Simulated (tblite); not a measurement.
# C₄H₁₂F₂Si₃: frequency calculation

- system: C₄H₁₂F₂Si₃
- method: GFN2-xTB harmonic vibrations, gas phase (tblite 0.8.0)

It belongs to a series of runs on one base structure; here: H on C replaced by C2H5.

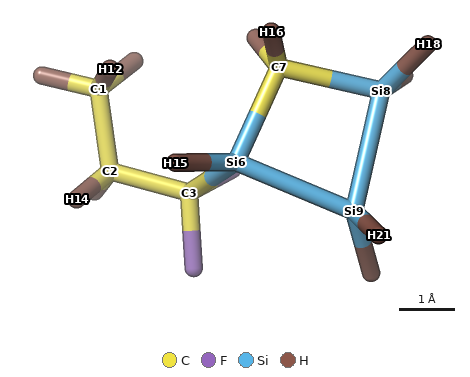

Figure 1. The structure (stick view, seen at a tilt; atoms are numbered from 1 in the order of the input).

Key numbers

```json
{"quantity": "outcome", "value": "converged"}
{"quantity": "total energy", "value": "−796.9839 eV"}
{"quantity": "zero-point energy", "value": "90.0650 kcal/mol"}
{"quantity": "hardware", "value": "1 CPU thread, shared host"}
{"quantity": "wall time", "value": "2.1 s"}
{"quantity": "peak memory", "value": "0.18 GiB"}
```

Input file
```
{"job": {"kind": "ir", "xc": "GFN2-xTB", "basis": "xTB"}, "charge": 0, "multiplicity": 1}
C      2.602746    -0.635969     0.151029
C      2.233032     0.363460    -0.934499
C      0.729707     0.486915    -1.114380
F      0.495968     1.427807    -2.102022
F      0.236481    -0.678592    -1.662889
Si    -0.381879     0.948028     0.417375
C     -0.871823    -0.697157     1.297196
Si    -2.686569    -0.979591     0.679380
Si    -2.598899     1.154851    -0.306495
H      2.175584    -1.610545    -0.073458
H      3.683300    -0.739628     0.209683
H      2.232550    -0.307960     1.120181
H      2.671280     0.059570    -1.889711
H      2.611806     1.356862    -0.686409
H      0.490591     1.835854     1.208031
H     -0.836901    -0.585357     2.379717
H     -0.218796    -1.535668     1.066392
H     -3.588757    -1.241226     1.810690
H     -2.771160    -2.164415    -0.179793
H     -2.852200     1.332615    -1.739267
H     -3.364980     2.227090     0.348777
```

The first line tells a small driver script what to run in tblite; the rest is the geometry in Å.

Launch command:
```bash
OMP_NUM_THREADS=1 python <driver script> task.json out
```

The program's output
```
mode    cm-1     km/mol
  1      34.9      0.46
  2      38.8      0.83
  3      79.0      0.92
  4      98.4      2.03
  5     134.6      0.47
  6     162.5      1.57
  7     215.6      0.09
  8     234.3      3.01
  9     284.3      7.40
 10     303.5     22.80
 11     317.4     26.53
 12     347.2     11.07
 13     383.9     16.10
 14     394.3      8.30
 15     417.9      6.49
 16     435.4      7.37
 17     441.1      7.63
 18     468.7    143.52
 19     488.8      6.48
 20     497.6      2.67
 21     568.4    147.90
 22     592.4     63.55
 23     620.9    116.29
 24     633.5     81.92
 25     676.4    236.23
 26     693.4    129.97
 27     728.8    315.43
 28     796.1    245.78
 29     809.9     38.83
 30     816.7    107.34
 31     923.4    110.83
 32     952.4     12.34
 33     969.2      1.83
 34    1026.5     55.43
 35    1107.2     26.86
 36    1109.7     33.41
 37    1122.0     23.37
 38    1164.1      8.26
 39    1248.1      6.78
 40    1329.0      7.07
 41    1412.4      4.40
 42    1467.7      2.52
 43    1473.3      3.46
 44    1495.8      5.95
 45    1501.0      6.74
 46    2141.0    307.92
 47    2157.8    214.72
 48    2179.2    418.17
 49    2215.5    304.93
 50    2223.8    365.23
 51    2963.4     25.05
 52    2989.3     19.15
 53    2991.5     30.22
 54    3010.9      8.28
 55    3028.9     46.17
 56    3039.6     35.33
 57    3043.9     20.15
```

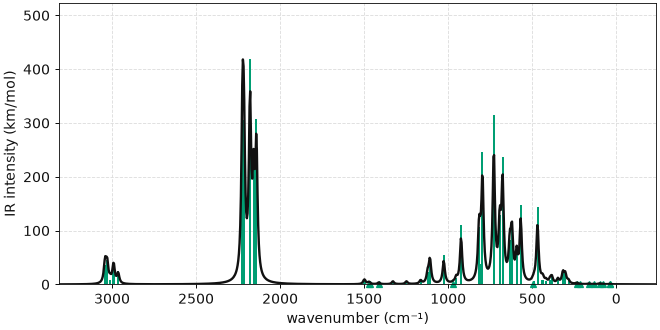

Figure 2. Harmonic infrared spectrum, unscaled: sticks (degenerate modes added up, dark ones marked on the axis) with a Lorentzian envelope of 16 cm⁻¹ full width, scaled to the tallest stick. 57 modes from 35 to 3044 cm⁻¹, none imaginary. The strongest line is at 2179 cm⁻¹ (418 km/mol).
